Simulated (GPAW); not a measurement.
# Quasiparticle gap of SnCCl2 (chair-type functionalised monolayer) in GPAW, part 2 of 2

Aim: the G0W0 gap of SnCCl2 (chair-type functionalised monolayer) on PBE, step by step.

GPAW 26.7.0; PBE and many-body steps on it, plane waves. Known limits of the many-body steps: not at the basis limit; no spin-orbit coupling.

So far. Step 4 (Bands along the symmetry lines): The gap is 0.871 eV, as in the run before at this level. Step 5 (Empty states on the mesh, 9×9×1 mesh, 206 bands): On this mesh the gap is 0.871 eV.

### Step 6. Screening and self-energy, 9×9×1 mesh, 91 bands, screening to 36 eV

Now the one-shot GW correction: screening in the RPA, then the self-energy of the levels asked for.

This step: G0W0 on PBE, plane waves, PAW.

The input, run.py:

```python
import json
import numpy as np
from gpaw.mpi import world
from gpaw.response.g0w0 import G0W0

gw = G0W0('full.gpw',
    filename='gw',
    kpts=[0],
    bands=(14, 18),
    ecut=36,
    nbands=91,
    truncation='2D',
    integrate_gamma='sphere',
    q0_correction=True,
    frequencies={'type': 'nonlinear', 'domega0': 0.15, 'omega2': 15.0},
    eta=0.1,
    nblocksmax=True)
gw.calculate()
res = {mode: {k: v for k, v in r.items() if k != 'sigma_eskwn'}
       for mode, r in gw.all_results.items()}

if world.rank == 0:
    with open('result.json', 'w') as f:
        json.dump(res, f, default=lambda x: x.tolist())
```

Started as:

```bash
$ mpirun -n 4 gpaw python run.py
```

Numbers of over 12 decimals in the logs are rounded to 6 here.

Log:

```text
Using integrator: PointIntegrator
NonLinearFrequencyDescriptor(from 0.000 to 54.458 eV, 146 points)
Nonperiodic BCs:  [False False  True]
Using integrator: PointIntegrator
NonLinearFrequencyDescriptor(from 0.000 to 54.458 eV, 146 points)
Nonperiodic BCs:  [False False  True]
Applying analytical 2D correction to W:
    Evaluating Gamma point contribution to W on a 19x19x1 grid
  ___  _ _ _
 |   || | | |
 | | || | | |
 |__ ||_____|
 |___|

BZ k-points: Symmetries present (total): 6

  [... matrices ...]
81 k-points: 9 x 9 x 1 Monkhorst-Pack grid
12 k-points in the irreducible part of the Brillouin zone
       k-points in crystal coordinates                weights
   0:     0.00000000    0.00000000    0.00000000          1/81
   1:     0.11111111    0.00000000    0.00000000          6/81
   2:     0.22222222   -0.11111111    0.00000000          6/81
   3:     0.22222222    0.00000000    0.00000000          6/81
   4:     0.33333333   -0.11111111    0.00000000         12/81
   5:     0.33333333    0.00000000    0.00000000          6/81
   6:     0.33333333    0.33333333    0.00000000          2/81
   7:     0.44444444   -0.22222222    0.00000000          6/81
   8:     0.44444444   -0.11111111    0.00000000         12/81
   9:     0.44444444    0.00000000    0.00000000          6/81
          ...
  11:     0.44444444    0.44444444    0.00000000          6/81

Distributing spins, k-points and bands (1 x 1 x 4) over 1 process
Number of blocks: 4

Quasi particle states:
k-points (IBZ indices): [0]
Band range: (14, 18)
  [... matrices ...]
Computational parameters:
Plane wave cut-off: 36 eV
Number of bands: 91
Coulomb cutoff: 2D
Broadening: 0.1 eV

fxc modes: GW
Kernel: RPA
Using full-frequency real axis integration
Summing all q:

Calculating screened Coulomb potential
2D Coulomb truncation
NonLinearFrequencyDescriptor(from 0.000 to 54.458 eV, 146 points)
Removing empty qpoint cache files...

Calculating chi0 body with:
    Ground state adapter containing:
    Number of spins: 1
    Number of kpoints: 81
    Number of irreducible kpoints: 12
    Number of completely occupied states: 16
    Number of partially occupied states: 16
    Occupied states memory: 9.68994140625 M / cpu

    Linear response parametrization:
    q_c: [0.0, 0.0, 0.0]
    Number of frequency points: 146
    Planewave cutoff: 36.0
    Number of bands: 91
    Number of planewaves: 81
    Broadening (eta): 0.1
    comm.size: 4
    kncomm.size: 1
    blockcomm.size: 4

    Memory estimate of potentially large arrays:
        chi0_wGG: 3.654121 M / cpu
Integrating chi0 body.

Symmetries of q_c:
    Direct symmetries (Uq -> q): 6
    Indirect symmetries (TUq -> q): 6
In total 12 allowed symmetries.

  [... matrices ...]
12 groups of equivalent kpoints. 85.185185% reduction.

Integral kind: spectral function
Integrating chi0 head and wings.

Symmetries of q_c:
    Direct symmetries (Uq -> q): 6
    Indirect symmetries (TUq -> q): 6
In total 12 allowed symmetries.

  [... matrices ...]
12 groups of equivalent kpoints. 85.185185% reduction.

Integral kind: spectral function wings

Calculating chi0 body with:
    Ground state adapter containing:
    Number of spins: 1
    Number of kpoints: 81
    Number of irreducible kpoints: 12
    Number of completely occupied states: 16
    Number of partially occupied states: 16
    Occupied states memory: 9.68994140625 M / cpu

[... the further q-points ...]

Results:
f:      Occupation numbers
eps:     KS-eigenvalues [eV]
vxc:     KS vxc [eV]
exx:     Exact exchange [eV]
sigma:   Self-energies [eV]
dsigma:  Self-energy derivatives
Z:       Renormalization factors
qp:      QP-energies [eV]

k-point 0 (0): (0.000, 0.000, 0.000)                GW
band       f     eps     vxc     exx   sigma  dsigma       Z      qp
                                                                   GW
  14   1.000  -1.570 -16.746 -19.127   2.132  -0.363   0.734  -1.753
  15   1.000  -1.570 -16.746 -19.127   2.132  -0.363   0.734  -1.753
  16   0.000  -0.699 -14.779 -10.931  -2.197  -0.340   0.746   0.533
  17   0.000   0.982 -12.727  -8.268  -2.809  -0.341   0.746   2.212
```

It took 3 min on 4 MPI ranks of Arm Neoverse V1, shared host; peak memory 2.7 GiB.

Numbers from this step:

```yaml
g0w0_gap_on_the_points_computed: 2.285 eV
least_direct_g0w0_gap_on_the_computed_points: 2.285 eV
z_at_the_valence_top: 0.7339
z_at_the_conduction_bottom: 0.7464
starting_gap_on_the_mesh: 0.8705 eV
k_of_the_valence_top: 0, 0, 0
k_of_the_conduction_bottom: 0, 0, 0
```

The gap on the mesh goes from 0.87 eV to 2.29 eV, a correction of +1.41 eV.

Limits: finite bands, cutoff and mesh; no spin-orbit coupling. v1 is the top filled band, c1 the lowest empty one. Levels before and after the correction, in eV, zero at the valence-band top of each column:

|  | conduction bottom | valence top |
| --- | --- | --- |
| Kohn-Sham | 0.87 | 0.00 |
| G0W0 | 2.29 | 0.00 |

|  | level | energy (eV) |
| --- | --- | --- |
| Kohn-Sham | Γ v2-v1 | 0.000 |
| Kohn-Sham | Γ c1 | 0.871 |
| Kohn-Sham | Γ c2 | 2.551 |
| G0W0 | Γ v2-v1 | 0.000 |
| G0W0 | Γ c1 | 2.285 |
| G0W0 | Γ c2 | 3.964 |

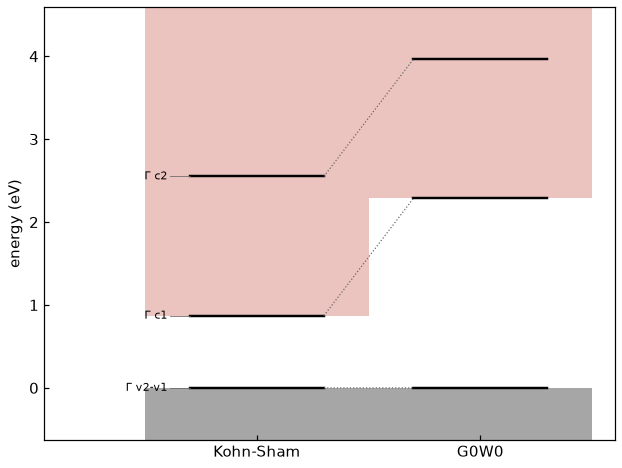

Levels before and after the correction. Shaded: valence and conduction bands.

### Step 7. Where the time went

Times are wall times on 4 MPI ranks of Arm Neoverse V1, shared host, good to a factor of about two.

| step | time | share | memory (GiB) |
| --- | --- | --- | --- |
| relaxation | 2.4 min | 26 % | 1.4 |
| ground state | 14 s | 2 % | 0.89 |
| bands along the symmetry lines | 27 s | 5 % | 1.0 |
| empty states on the mesh | 3 min | 33 % | 1.5 |
| screening and self-energy | 3 min | 33 % | 2.7 |

### Step 8. Summary of results

| Property | Result |
| --- | --- |
| PBE gap | 0.87 eV, direct |
| G0W0 gap on the mesh | 2.29 eV |
| GW settings | 9×9×1 mesh, 91 bands, screening to 36 eV, full frequency, Hilbert transform |
| known limits | not at the basis limit; no spin-orbit coupling |

In words: G0W0 moves the gap on the mesh from 0.87 eV to 2.29 eV (+1.41 eV), with Z of 0.73 and 0.75 at the edges. Only 1 of the mesh's irreducible points was corrected, so a valley elsewhere could overtake. Bands and cutoff are finite, so the gap is not at the basis limit. The miss can reach some tenths of an eV and take either sign; the mesh is an error of its own. These stock PAW sets were not made for GW. In the G0W0 run levels were corrected at 1 k point alone, so a gap called «on the mesh» is the least over those, and an edge elsewhere would be missed. Mesh or cutoff lie under what a gap needs, so these runs test behaviour and cost; their gaps are not to be quoted. The many-body steps are scalar-relativistic: spin-orbit coupling is not in them.

[Paths, hosts, dates, memory and timing lines, banners, echoed tables and standing remarks are left out of the program output.]

[Logs are printed without paths, hosts, clocks, repeated set-up lines and the standing remarks that a program may print on its own settings, such as how far it seeks lower states.]

[Runs of the session that timed out or met a known fault of the program may be left out.]

[Hosts, paths, dates, database ids (printed as entryN), source tags and the programs' standing remarks are cut or masked in the printed files.]
